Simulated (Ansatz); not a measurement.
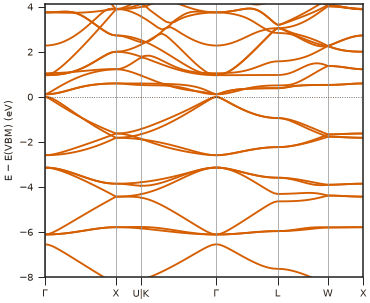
Figure. Band structure from r²SCAN in the plane-wave PAW code Ansatz

Read off the gap and where the band edges lie.

About 0.1 eV (0.11 eV by a search for the band edges); maximum at Γ, minimum at Γ.

Pick the material that matches.
A) TePb, zinc blende
B) PbS, zinc blende
C) GaN, rock salt
D) Si, Fd-3m (Si on 32e)

D, Si, Fd-3m (Si on 32e)

The start of the workflow was typed in or built on a structure type. Its sites differ from those of the usual phase in this space group: another stacking or structure type. Symmetry was held in the r²SCAN relaxation. At this level the phase is mechanically unstable. The volume moved by 40 % from the start of the relaxation.

Potentials: the later of the program's two PAW sets.
